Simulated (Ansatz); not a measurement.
Consider Cl···H₆Si₂ (SMILES [Cl-].[SiH3][SiH3]) (charge −1).

Input

```
crystal:
  periodic: [false, false, false]
  atoms:
    - {symbol: Cl, position_ang: [-0.788671, -1.062472, -2.072701]}
    - {symbol: Si, position_ang: [0.496871, 0.981918, -0.431663]}
    - {symbol: Si, position_ang: [-0.355611, -0.791575, 0.802964]}
    - {symbol: H, position_ang: [1.133898, 1.968247, 0.537091]}
    - {symbol: H, position_ang: [1.626040, 0.627440, -1.330655]}
    - {symbol: H, position_ang: [-0.527780, 1.810502, -1.118927]}
    - {symbol: H, position_ang: [-1.836761, -0.911657, 0.777032]}
    - {symbol: H, position_ang: [-0.064164, -0.526830, 2.273328]}
    - {symbol: H, position_ang: [0.316179, -2.095472, 0.563432]}
basis:
  gaussian: {orbitals: "def2-TZVPPD.json"}
total_charge: -1
hamiltonian: {xc: pbe0, dispersion: d4}
output: {orbitals: {seedname: orbitals}}
```

Command:

```sh
ansatz run in.yaml --threads 4 --pin off --events-out ev --progress --plain --max-ram 9574MiB
```

Geometry: PBE0-D4/def2-TZVPD.

Computed with Ansatz, RKS PBE0-D4/def2-TZVPPD.

**What will maps of the electron density and electron localisation function show?**

Si2···Cl1 (2.92 Å): the density falls to about 0.16 e/Å³ on the way; the ELF peaks at about 0.85 in the valence shell of Cl, 0.8 Å from its nucleus, and is about 0.25 at the midpoint.
Si–Si (2.32 Å): ρ at the midpoint is about 0.65 e/Å³; the ELF peaks at about 1 between the atoms: localised, covalent bonding.
Si2···Cl1 (2.92 Å): the density falls to about 0.16 e/Å³ on the way; the ELF peaks at about 0.85 in the valence shell of Cl, 0.8 Å from its nucleus, and is about 0.25 at the midpoint.

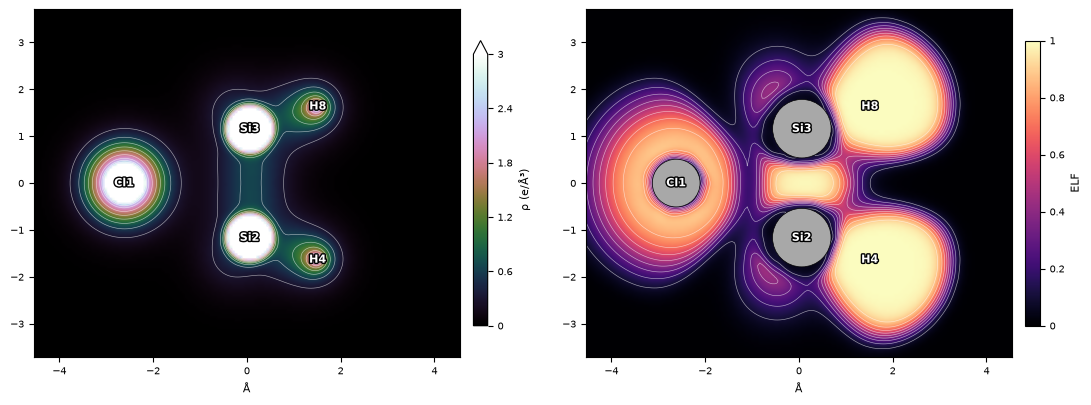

Computed electron density and electron localisation function on the plane of atoms Si2, Si3 and H8, in this order. Grey discs cover the atomic cores in the ELF map. 
